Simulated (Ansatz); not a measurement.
```cif
data_structure
_symmetry_space_group_name_H-M 'P 1'
_symmetry_Int_Tables_number 1
_cell_length_a 4.4484
_cell_length_b 4.4484
_cell_length_c 11.8106
_cell_angle_alpha 90.000
_cell_angle_beta 90.000
_cell_angle_gamma 90.000
_cell_volume 233.71
loop_
_atom_site_label
_atom_site_type_symbol
_atom_site_fract_x
_atom_site_fract_y
_atom_site_fract_z
_atom_site_occupancy
La1 La 0.00000 0.00000 0.18963 1
La2 La 0.50000 0.50000 0.68963 1
La3 La 0.00000 0.00000 0.81037 1
La4 La 0.50000 0.50000 0.31037 1
Al1 Al 0.00000 0.00000 0.50000 1
Al2 Al 0.50000 0.50000 0.00000 1
F1 F 0.00000 0.00000 0.00000 1
F2 F 0.50000 0.50000 0.50000 1
```

Space group I4/mmm; a structure generated by program, which may or may not match a known phase.

Method: DFT PBE, scalar-relativistic, plane waves, PAW in Ansatz.

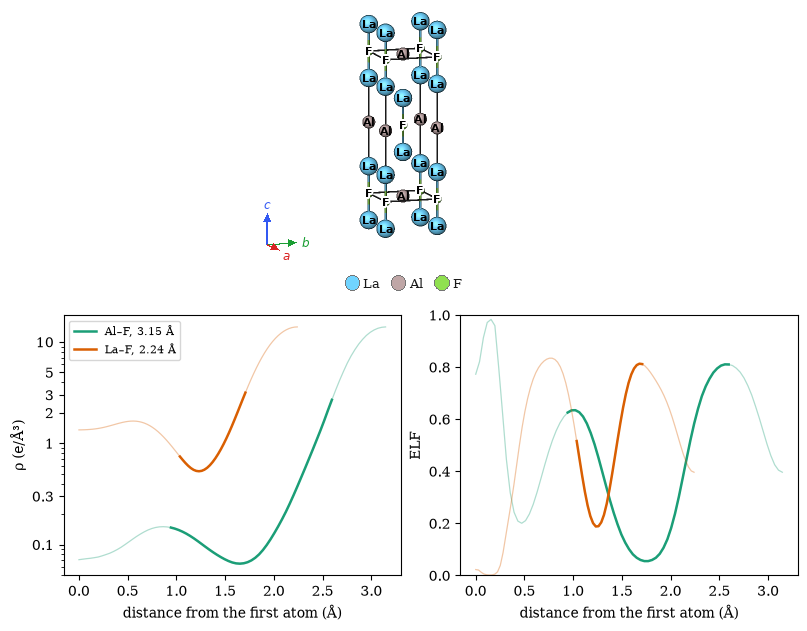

La₂AlF. Valence pseudo-density and electron localisation function along straight lines between neighbouring atoms. Thin, pale parts lie inside the atomic spheres. The structure is drawn too.

In a PAW calculation such maps are meaningful between the atoms, not at the nuclei.

Compare the contacts.

Answer. Al–F (3.15 Å): the density is about 0.07 e/Å³ at the midpoint; the ELF is about 0.10 at the midpoint: no shared electron pair shows on this line.
La–F (2.24 Å): the density is about 0.6 e/Å³ at the midpoint, with its minimum of 0.53 e/Å³ about 1.2 Å from La; the ELF is about 0.30 at the midpoint and 0.20 at its lowest between the atoms (no localised pair shows between them).
